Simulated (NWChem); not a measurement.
# One shape, several levels: C4H8O (SMILES CCC(C)=O)

We compute a comparison of 6 runs (revPBE/6-31G*, BLYP/6-31G*, PBE/6-31G*, SVWN5/6-31G*, CCSD/6-31G*, CCSD(T)/6-31G*) of C4H8O. 

Program for the calculation: NWChem 7.3.0.

**1. The system as given**

The species is C4H8O (13 atoms), meant as a singlet with charge 0. SMILES: `CCC(C)=O`. The C1–C2 distance was set to 1.985 Å, away from the relaxed value.

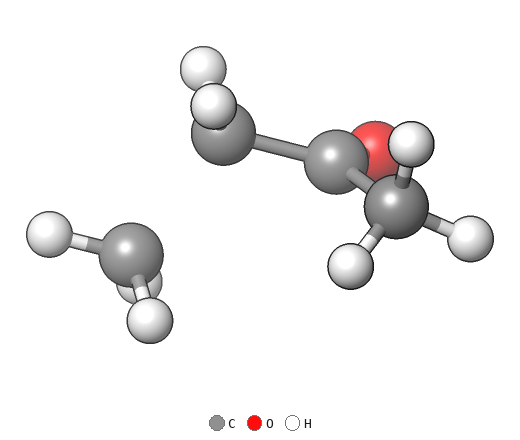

The structure, seen from a chosen angle (carbon grey, oxygen red, hydrogen white).

**2. A single-point energy at revPBE/6-31G(d) (spherical functions) (run 1)**

Contents of c4h8o.xyz:

```xyz
13
C4H8O revPBE
C     -1.520461     1.207196    -0.689447
C      0.104000     0.866600     0.400200
C      0.917600    -0.253800    -0.206600
C      0.580900    -1.652300     0.236700
O      1.778900    -0.032900    -1.021800
H     -2.104661     2.024896    -0.263647
H     -1.246061     1.480096    -1.710147
H     -2.166661     0.327096    -0.736147
H     -0.181700     0.612400     1.425300
H      0.731300     1.759600     0.423400
H     -0.499800    -1.816400     0.230900
H      0.914800    -1.787200     1.270500
H      1.077500    -2.382200    -0.399800
```

Contents of run.py:

```python
from ase.io import read
from ase.calculators.nwchem import NWChem

system = read('c4h8o.xyz')

calc = NWChem(
    label='c4h8o',
    theory='dft',
    memory='2200 mb',
    basis='6-31G*',
    basispar='spherical bse',
    dft={'xc': 'revpbe cpbe96', 'mult': '1', 'grid': 'xfine', 'convergence': 'energy 1e-08', 'iterations': '100', 'mulliken': None, 'print': 'low'},
    task='energy',
)
system.calc = calc

e = system.get_potential_energy()
print(f"E = {e:.6f} eV")
```

On the command line:

```console
$ export ASE_NWCHEM_COMMAND="nwchem PREFIX.nwi > PREFIX.nwo"
$ python run.py
```

The log of the run:

```text
E = -6322.356519 eV
```

The calculator wrote c4h8o.nwi:

```
title "c4h8o"

permanent_dir c4h8o

scratch_dir c4h8o

start c4h8o

geometry units angstrom nocenter noautosym noautoz
  C  -1.5204610000000001e+00 1.2071959999999999e+00 -6.8944700000000003e-01
  C  1.0400000000000000e-01 8.6660000000000004e-01 4.0020000000000000e-01
  C  9.1759999999999997e-01 -2.5380000000000003e-01 -2.0660000000000001e-01
  C  5.8089999999999997e-01 -1.6523000000000001e+00 2.3669999999999999e-01
  O  1.7788999999999999e+00 -3.2899999999999999e-02 -1.0218000000000000e+00
  H  -2.1046610000000001e+00 2.0248960000000000e+00 -2.6364700000000002e-01
  H  -1.2460610000000001e+00 1.4800960000000001e+00 -1.7101470000000001e+00
  H  -2.1666609999999999e+00 3.2709600000000000e-01 -7.3614700000000000e-01
  H  -1.8170000000000000e-01 6.1240000000000006e-01 1.4253000000000000e+00
  H  7.3129999999999995e-01 1.7596000000000001e+00 4.2340000000000000e-01
  H  -4.9980000000000002e-01 -1.8164000000000000e+00 2.3089999999999999e-01
  H  9.1479999999999995e-01 -1.7871999999999999e+00 1.2705000000000000e+00
  H  1.0774999999999999e+00 -2.3822000000000001e+00 -3.9979999999999999e-01
end

memory 2200 mb

basis spherical bse noprint
   * library 6-31G*
end

dft
  xc revpbe cpbe96
  mult 1
  grid xfine
  convergence energy 1e-08
  iterations 100
  mulliken
  print low
end

task dft energy
```

c4h8o.nwo:

```text
Northwest Computational Chemistry Package (NWChem) 7.3.0
             --------------------------------------------------------

           Job information
           ---------------

    nwchem branch   = 7.3.0
    use scalapack   = T
    input           = c4h8o.nwi
    prefix          = c4h8o.
    data base       = c4h8o/c4h8o.db
    status          = startup
    nproc           =        1

           Memory information
           ------------------

[... 5 lines left out ...]
    hardfail = no
[... 38 lines left out ...]
            Nuclear Dipole moment (a.u.)
[... 96 lines left out ...]
         Total DFT energy =     -232.342318527075
[... 1 line left out ...]
           Coulomb energy =      280.565865898589
[... 1 line left out ...]
 Nuclear repulsion energy =      169.255236409818
[... 17 lines left out ...]
     -------------------------------------------
      Total Density - Lowdin Population Analysis
     -------------------------------------------

    Atom       Charge   Shell Charges
 -----------   ------   -------------------------------------------------------
    1 C    6     6.37   1.99  0.58  1.79  0.50  1.46  0.04
    2 C    6     6.26   1.99  0.58  1.80  0.47  1.37  0.06
    3 C    6     5.91   1.98  0.53  1.75  0.38  1.05  0.22
[... 9 lines of this table left out ...]
   13 H    1     0.85   0.49  0.36

 Task  times  cpu:       68.9s     wall:       68.9s
 Total times  cpu:       68.9s     wall:       68.9s
```

It took 70 s on 1 thread of Intel Xeon Platinum 8375C at 2.90GHz (Ice Lake), shared host; peak memory 0.15 GiB.

**3. A single-point energy at BLYP/6-31G(d) (spherical functions) (run 2)**

Edit c4h8o.xyz of step 2 so:

```diff
@@ -1,3 +1,3 @@
 13
-C4H8O revPBE
+C4H8O BLYP
 C     -1.520461     1.207196    -0.689447
```

Contents of run.py:

```python
from ase.io import read
from ase.calculators.nwchem import NWChem

molecule = read('c4h8o.xyz')

calc = NWChem(
    label='c4h8o',
    theory='dft',
    memory='2200 mb',
    basis='6-31G*',
    basispar='spherical bse',
    dft={'xc': 'becke88 lyp', 'mult': '1', 'grid': 'xfine', 'convergence': 'energy 1e-08', 'iterations': '100', 'mulliken': None},
    task='energy',
)
molecule.calc = calc

print("Total energy (eV):", round(molecule.get_potential_energy(), 6))
print("dipole (e A):", molecule.get_dipole_moment().round(4))
```

On the command line:

```console
$ export ASE_NWCHEM_COMMAND="nwchem PREFIX.nwi > PREFIX.nwo"
$ python run.py
```

The log of the run:

```text
Total energy (eV): -6321.353756
dipole (e A): [-0.4545 -0.0559  0.321 ]
```

The calculator wrote c4h8o.nwi:

```
title "c4h8o"

permanent_dir c4h8o

scratch_dir c4h8o

start c4h8o

geometry units angstrom nocenter noautosym noautoz
  C  -1.5204610000000001e+00 1.2071959999999999e+00 -6.8944700000000003e-01
  C  1.0400000000000000e-01 8.6660000000000004e-01 4.0020000000000000e-01
  C  9.1759999999999997e-01 -2.5380000000000003e-01 -2.0660000000000001e-01
  C  5.8089999999999997e-01 -1.6523000000000001e+00 2.3669999999999999e-01
  O  1.7788999999999999e+00 -3.2899999999999999e-02 -1.0218000000000000e+00
  H  -2.1046610000000001e+00 2.0248960000000000e+00 -2.6364700000000002e-01
  H  -1.2460610000000001e+00 1.4800960000000001e+00 -1.7101470000000001e+00
  H  -2.1666609999999999e+00 3.2709600000000000e-01 -7.3614700000000000e-01
  H  -1.8170000000000000e-01 6.1240000000000006e-01 1.4253000000000000e+00
  H  7.3129999999999995e-01 1.7596000000000001e+00 4.2340000000000000e-01
  H  -4.9980000000000002e-01 -1.8164000000000000e+00 2.3089999999999999e-01
  H  9.1479999999999995e-01 -1.7871999999999999e+00 1.2705000000000000e+00
  H  1.0774999999999999e+00 -2.3822000000000001e+00 -3.9979999999999999e-01
end

memory 2200 mb

basis spherical bse noprint
   * library 6-31G*
end

dft
  xc becke88 lyp
  mult 1
  grid xfine
  convergence energy 1e-08
  iterations 100
  mulliken
end

task dft energy
```

c4h8o.nwo:

```text
Northwest Computational Chemistry Package (NWChem) 7.3.0
             --------------------------------------------------------

           Job information
           ---------------

    nwchem branch   = 7.3.0
    use scalapack   = T
    input           = c4h8o.nwi
    prefix          = c4h8o.
    data base       = c4h8o/c4h8o.db
    status          = startup
    nproc           =        1

           Memory information
           ------------------

[... 5 lines left out ...]
    hardfail = no
[... 125 lines left out ...]
          Convergence on energy requested:  1.00D-08
[... 22 lines left out ...]
          Convergence Information
[... 30 lines left out ...]
 1-e energy   =    -644.598733
[... 53 lines left out ...]
      One electron energy =     -649.101615882388
[... 8 lines left out ...]
                       DFT Final Molecular Orbital Analysis
[... 640 lines left out ...]
     Multipole analysis of the density
     ---------------------------------

     L   x y z        total         alpha         beta         nuclear
     -   - - -        -----         -----         ----         -------
     0   0 0 0     -0.000000    -20.000000    -20.000000     40.000000

     1   1 0 0     -0.858975    -11.057449    -11.057449     21.255923
[... 8 lines of this table left out ...]
     2   0 0 2    -23.954032    -48.280359    -48.280359     72.606685

 Task  times  cpu:       64.3s     wall:       64.3s
 Total times  cpu:       64.3s     wall:       64.3s
```

Run time: 66 s. Hardware: 1 thread of Intel Xeon Platinum 8375C at 2.90GHz (Ice Lake), shared host; peak memory 0.15 GiB.

Runs 3 to 4 aren't shown in full; the table further down has their settings and results.

**4. The energy at CCSD/6-31G(d) (spherical functions) (run 5)**

Contents of c4h8o.nw:

```
start c4h8o
memory 2200 mb

geometry units bohr noautosym nocenter noautoz
  C  -2.87325487  2.28126982 -1.30286601
  C   0.19653152  1.63763666  0.75626840
  C   1.73401269 -0.47961249 -0.39041742
  C   1.09774191 -3.12239448  0.44729817
  O   3.36163380 -0.06217199 -1.93092215
  H  -3.97723288  3.82649887 -0.49822062
  H  -2.35471402  2.79697608 -3.23170946
  H  -4.09439589  0.61812186 -1.39111622
  H  -0.34336324  1.15726828  2.69342665
  H   1.38195671  3.32516209  0.80011004
  H  -0.94448512 -3.43249853  0.43633776
  H   1.72872146 -3.37731853  2.40089704
  H   2.03617990 -4.50170557 -0.75551250
end

basis spherical bse
  C library 6-31G*
  O library 6-31G*
  H library 6-31G*
end

scf
  thresh 1e-08
  maxiter 80
end

ccsd
  freeze core 5
  maxiter 60
end

task ccsd energy
```

On the command line:

```console
$ nwchem c4h8o.nw > c4h8o.out
```

The log of the run:

```text
[...]
  functions       =    86
[...]
  wavefunction    = RHF
[...]
         Total SCF energy =   -230.935829609349
      One-electron energy =   -648.293384929051
      Two-electron energy =    248.102331027642
 Nuclear repulsion energy =    169.255224292060
        Time for solution =     17.2s
[...]
 Total MP2 energy:           -231.624037451082074
[...]
             energy      energy      error      ampl     ampl      Block
                                                time     time      time
[...]
 Total CCSD energy:           -231.674338948416676
[...]
```

It took 2.8 min on 1 thread of Intel Xeon Platinum 8375C at 2.90GHz (Ice Lake), shared host; peak memory 0.26 GiB.

**5. The energy at CCSD(T)/6-31G(d) (spherical functions) (run 6)**

Contents of mol.nw:

```
start mol
title "C4H8O energy"
memory total 2200 mb
geometry units angstrom noautosym nocenter noautoz
   C     -1.520461     1.207196    -0.689447
   C      0.104000     0.866600     0.400200
   C      0.917600    -0.253800    -0.206600
   C      0.580900    -1.652300     0.236700
   O      1.778900    -0.032900    -1.021800
   H     -2.104661     2.024896    -0.263647
   H     -1.246061     1.480096    -1.710147
   H     -2.166661     0.327096    -0.736147
   H     -0.181700     0.612400     1.425300
   H      0.731300     1.759600     0.423400
   H     -0.499800    -1.816400     0.230900
   H      0.914800    -1.787200     1.270500
   H      1.077500    -2.382200    -0.399800
end
basis spherical bse
   * library 6-31G*
end
scf
   thresh 1e-08
   maxiter 80
end
ccsd
   freeze core 5
   maxiter 60
end
task ccsd(t) energy
```

On the command line:

```console
$ nwchem mol.nw > mol.out
```

The log of the run:

```text
[...]
  functions       =    86
[...]
  wavefunction    = RHF
[...]
         Total SCF energy =   -230.935829647783
      One-electron energy =   -648.293408829241
      Two-electron energy =    248.102342771640
 Nuclear repulsion energy =    169.255236409818
        Time for solution =     17.2s
[...]
 Total MP2 energy:           -231.624037467927707
[...]
             energy      energy      error      ampl     ampl      Block
                                                time     time      time
[...]
 Total CCSD energy:           -231.674338963477794
[...]
 Total CCSD+T(CCSD) energy:           -231.700053663847456
[...]
 Total CCSD(T) energy:                -231.698167397168476
[...]
```

Run time: 3.4 min. Hardware: 1 thread of Intel Xeon Platinum 8375C at 2.90GHz (Ice Lake), shared host; peak memory 0.27 GiB.

**6. Overview of the runs**

```csv
run,level,integration grid,iteration cap,energy (Eh),wall time
1,revPBE/6-31G* (spherical functions),xfine,100,-232.342319,70 s
2,BLYP/6-31G* (spherical functions),xfine,100,-232.305468,66 s
3,PBE/6-31G* (spherical functions),xfine,100,-232.108823,65 s
4,SVWN5/6-31G* (spherical functions),xfine,100,-230.368307,29 s
5,CCSD/6-31G* (spherical functions),–,80,-231.674339,2.8 min
6,CCSD(T)/6-31G* (spherical functions),–,80,-231.698167,3.4 min
```

**7. What came out**

| quantity | value |
| --- | --- |
| run 6: total energy | -231.69817 Eh |
| run 6: HOMO energy (Hartree–Fock orbitals) | -10.83 eV |
| run 6: LUMO energy (Hartree–Fock orbitals) | 3.78 eV |
| run 6: HOMO–LUMO gap (Hartree–Fock orbitals) | 14.60 eV |
| run 6: correlation energy (5 core orbitals frozen) | -762.3 mEh |
| run 6: (T) correction | -23.83 mEh |

Over runs 2, 3, 4 the dipole moment (its size) runs from 2.69 D (BLYP/6-31G*) to 2.79 D (SVWN5/6-31G*). Over runs 2, 3, 4 the HOMO–LUMO gap runs from 3.47 eV (SVWN5/6-31G*) to 3.59 eV (BLYP/6-31G*). Totals of different functionals can't be ranked against each other. All runs together took 10 min, the longest 3.4 min.
